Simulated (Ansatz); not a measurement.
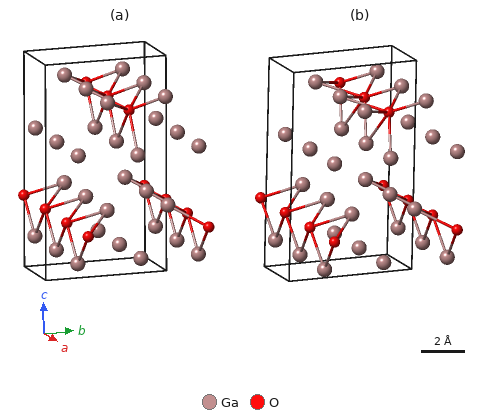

The structure of solid Ga$_{4}$O (a generated structure, set up in P1) (coarse preliminary run) before (left) and after (right) a relaxation, at one scale.

Style: ball-and-stick. Shown: the cell of the calculation, repeated 3 × 1 × 1 with one cell outlined, slightly off an axis.

These are results of DFT PBE, scalar-relativistic, plane waves, PAW in Ansatz 0.2.0, not measurements.

Input file:
```yaml
crystal:
  lattice:
    - [0.0214599997, -0.0093880213, 2.8276938263]
    - [6.0257789668, -0.0268426609, 0.0469818976]
    - [-0.0464928524, 10.4188864162, -0.0355988144]
  atoms:
    - { symbol: Ga, position: [0.5327566512, 0.7406302163, 0.4157912438] }
    - { symbol: Ga, position: [0.524312771, 0.2441410596, 0.9120485142] }
    - { symbol: Ga, position: [0.4512009247, 0.0066356194, 0.1709173679] }
    - { symbol: Ga, position: [0.5034326243, 0.4980906061, 0.6569291258] }
    - { symbol: Ga, position: [0.5207849601, 0.2390498168, 0.4129396001] }
    - { symbol: Ga, position: [0.4637329798, 0.7342104332, 0.9152301608] }
    - { symbol: Ga, position: [0.4696152766, 0.5271705793, 0.1737377279] }
    - { symbol: Ga, position: [0.5111032445, 0.0022157228, 0.6761203348] }
    - { symbol: O, position: [0.0082331634, 0.9948632198, 0.3325468617] }
    - { symbol: O, position: [0.0148274044, 0.5129927265, 0.8337390631] }
basis:
  ecutwfc: 420
kpoints:
  mp_grid: { grid: [8, 4, 2] }
hamiltonian:
  xc: pbe
scf:
  occupations: { method: gaussian, width: 0.2 }
  lower_state_search: "off"
output:
  forces: true
  stress: true
  eigenvalues: true
relax:
  adjacent_minimum: "off"
  f_tol: 0.025
  max_steps: 60
  cell: { stress_tol: 0.25 }
```

Command:
```bash
ansatz run input.yaml --threads 1 --pin off --max-ram 2560MiB --backend cpu --events-out ev --progress --plain --runs-dir out
```

Q: Describe what moved and what it gained.

A: The run was cut off at its time limit before the relaxation converged, so the last structure is only a point on the way. The largest moves relative to the cell, 0.43 Å, are those of Ga7 and O10. Ga7 goes roughly along [1 −1 0]. By element the largest moves are Ga 0.43 Å, O 0.42 Å. The drawn cell changes as follows: a 2.828 → 2.957 Å (+4.6 %), b 6.026 → 6.052 Å (+0.4 %), c 10.419 → 10.057 Å (−3.5 %), α 90.5° → 87.2°, β 90.4° → 91.3°, γ 89.1° → 84.8°; the volume changes by +0.8 %. Some distances before and after: Ga3–O9 2.299 → 2.547 Å, Ga4–O10 2.336 → 2.480 Å, Ga2–O10 2.307 → 2.449 Å, Ga2–O10 (another image) 2.303 → 2.429 Å. Among the angles between lasting bonds that change: Ga4–O10–Ga6 138.4° → 144.8°, O10–Ga6–O10 83.7° → 88.5°, Ga6–O10–Ga6 83.7° → 88.5°. The space group stays P1 (No. 1). The energy falls by 0.398 eV per cell of the calculation in 4 geometry steps. The largest force component goes from 0.68 to 0.48 eV/Å. Pressure: 1.75 GPa at the start and −1.11 GPa at the end.

Limits of the set-up: layers or molecules are held without a dispersion correction, so their spacing is unreliable.
